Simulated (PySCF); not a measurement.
CH6Si2

The calculation's input:

```
{"job": {"kind": "nmr", "xc": "PBE0", "basis": "pcSseg-2"}, "charge": 0, "multiplicity": 1}
C      0.039868     0.490274     0.542462
Si    -1.208350     0.035573    -0.745638
Si     1.561225    -0.269711     0.721173
H     -1.525268     1.189724    -1.647046
H     -2.502461    -0.412634    -0.137723
H     -0.673066    -1.082489    -1.584961
H     -0.204256     1.301880     1.239377
H      2.003826    -1.380323    -0.160950
H      2.552749     0.104550     1.764769
```

Command:

```sh
OMP_NUM_THREADS=1 python cluster_run.py task.json out
```

Geometry: PBE0-D3(BJ)/def2-SVP.

The calculation used PBE0/pcSseg-2, SCF density, gas phase, non-relativistic in PySCF.

Predict the electron density and electron localisation function between the atoms.

C–Si (1.71 Å): ρ at the midpoint is about 1.2 e/Å³; the ELF peaks at about 0.90 between the atoms: a covalent bond.
C–H (1.10 Å): the density is about 1.9 e/Å³ at the midpoint; the ELF climbs to about 1 towards the hydrogen, as it does in any bond to H: an ordinary covalent bond to hydrogen.
C–Si (1.85 Å): the density is about 0.96 e/Å³ at the midpoint; the ELF peaks at about 0.95 between the atoms: a covalent bond.
Si–H (1.49 Å): the density is about 0.83 e/Å³ at the midpoint; the ELF climbs to about 1 towards the hydrogen.

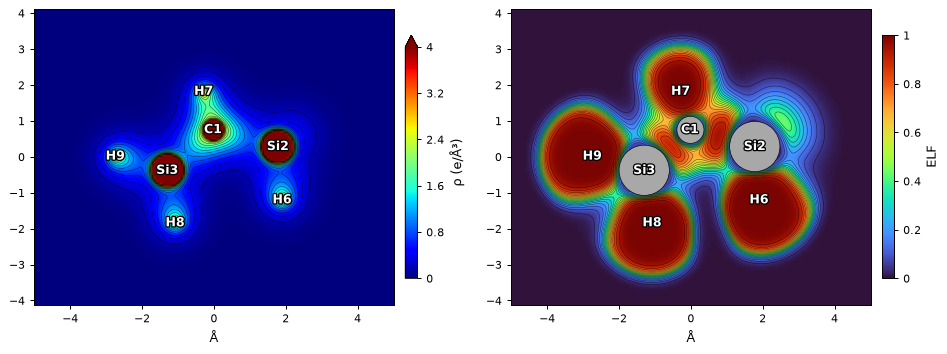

Computed electron density and electron localisation function on the plane of atoms C1, Si2 and H6, in this order. Grey discs cover the atomic cores in the ELF map. 
